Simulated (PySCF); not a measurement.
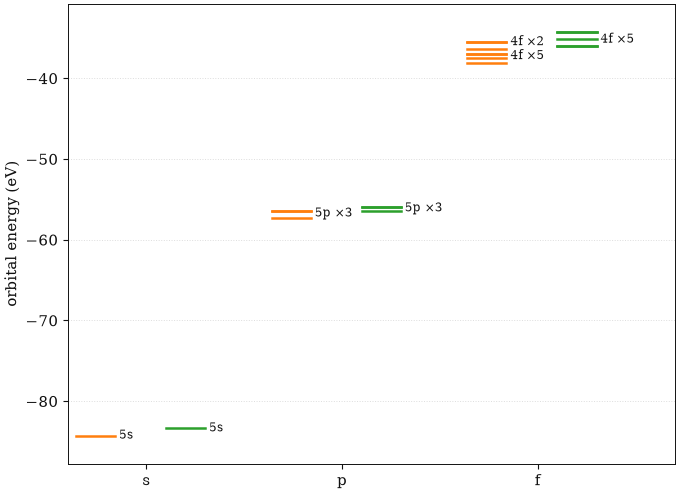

**Figure 1.** Orbital energies of the mean field, from the top down to −84.3 eV, by angular momentum, α spin at the left of each column and β at the right; ×n counts the orbitals under one label. Empty levels that the record names by l alone aren't drawn. The highest filled orbital is 4f β at −34.2 eV, the lowest empty one f β at −34.7 eV.

# Atomic calculation for Tm³⁺

System: Tm³⁺, configuration 1s2 2s2 2p6 3s2 3p6 3d10 4s2 4p6 4d10 4f12 5s2 5p6, multiplicity 3.
Method: unrestricted revPBE, ANO-RCC-VTZP, spin-free X2C-1e, Gaussian nucleus (PySCF).

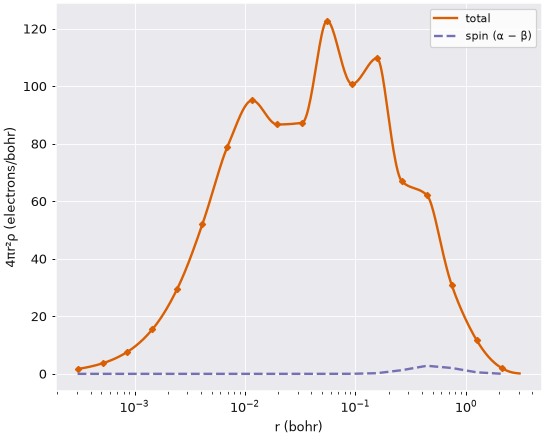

**Figure 2.** Spherically averaged radial density 4πr²ρ of the mean field and its spin part; markers are the stored points, which are sparse, and the line is a monotone interpolation between them. The largest stored value is 123 electrons/bohr at r = 0.055 bohr. Root-mean-square radii of the shells: 4s 0.529, 4p 0.563, 4d 0.615, 4f 0.864, 5s 1.28, 5p 1.50 bohr.

These pictures come from the run below.

The input:
```python
from pyscf import gto, scf, dft, mp, cc
import basis_set_exchange as bse
mol = gto.M(atom="Tm 0 0 0", charge=3, spin=2, symmetry="D2h",
            basis=gto.basis.parse(bse.get_basis("ANO-RCC-VTZP", elements=["Tm"], fmt="nwchem")),
            nucmod="G")
mf = dft.UKS(mol, xc="PBE_R,PBE").sfx2c1e()
mf.irrep_nelec = {'Ag': (9, 9), 'B1g': (2, 2), 'B2g': (2, 2), 'B3g': (2, 2), 'Au': (1, 1), 'B1u': (6, 6), 'B2u': (6, 6), 'B3u': (6, 4)}
mf.kernel()
```

The script is an equivalent of what the driver set up; the driver started from orbitals of its own, so the log can be shorter than this script's would be, and it computed the properties (radii, ⟨L²⟩, response) afterwards. It held the occupations shell by shell, which the script's counts by irreducible representation don't always enforce.

Log (extracts):
```
damping factor = 0
level_shift factor = 0
DIIS = <class 'pyscf.scf.diis.CDIIS'>
diis_start_cycle = 1
diis_space = 10
diis_damp = 0
SCF conv_tol = 1e-09
SCF conv_tol_grad = None
number electrons alpha = 34  beta = 32
XC functionals = PBE_R,PBE
    Y. Zhang and W. Yang.,  Phys. Rev. Lett. 80, 890 (1998)
    J. P. Perdew, K. Burke, and M. Ernzerhof.,  Phys. Rev. Lett. 77, 3865 (1996)
    J. P. Perdew, K. Burke, and M. Ernzerhof.,  Phys. Rev. Lett. 78, 1396 (1997)
cycle= 1 E= -13565.53567994  delta_E= -0.00674  |g|= 0.652  |ddm|= 0.274
cycle= 2 E= -13565.4110852014  delta_E= 0.125  |g|= 1.39  |ddm|= 0.32
cycle= 3 E= -13565.5727969678  delta_E= -0.162  |g|= 0.0294  |ddm|= 0.206
cycle= 4 E= -13565.5729065571  delta_E= -0.00011  |g|= 0.00414  |ddm|= 0.00801
cycle= 5 E= -13565.5729084402  delta_E= -1.88e-06  |g|= 0.000269  |ddm|= 0.000934
cycle= 6 E= -13565.5729084497  delta_E= -9.53e-09  |g|= 1.04e-05  |ddm|= 6.74e-05
cycle= 7 E= -13565.5729084497  delta_E= 1.82e-12  |g|= 5.11e-07  |ddm|= 2.02e-06
converged SCF energy = -13565.5729084497  <S^2> = 2.0007557  2S+1 = 3.0005038
```

Key numbers:

| quantity | value |
| --- | --- |
| outcome | converged |
| total energy | −13565.5729 hartree |
| ⟨S²⟩ | 2.001 |
| ⟨L²⟩ | 24.01 |
| SCF iterations | 7 |
| hardware | 1 CPU thread, shared host |
| CPU time | 7.3 s (integrals apart) |

Remarks:

The driver held the occupations shell by shell, and empty f levels lie below the filled 4f. Radii and densities are those of the two-component orbitals, without the picture-change correction, so the innermost s shells come out slightly too small (about 1 % for 1s near Z = 40, more for heavier atoms). ⟨L²⟩ departs from that of the intended term, so the determinant mixes terms.
